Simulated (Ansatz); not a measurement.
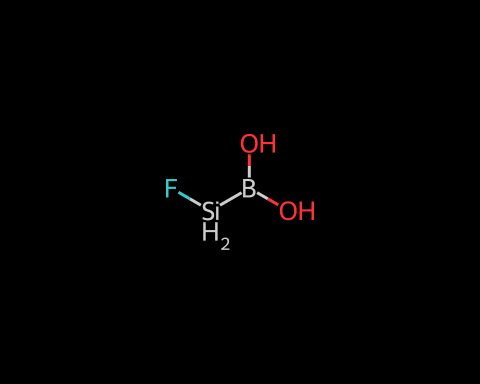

Figure made from data computed with Ansatz.

Skeletal drawing of a molecule.

Q: Give its SMILES.

A: OB(O)[SiH2]F

Q: What is the molecular formula?

A: BFH4O2Si.

Q: An optimisation with PBE-D4/def2-SVP gave a structure of which point group?

A: C1. Other conformers may differ.
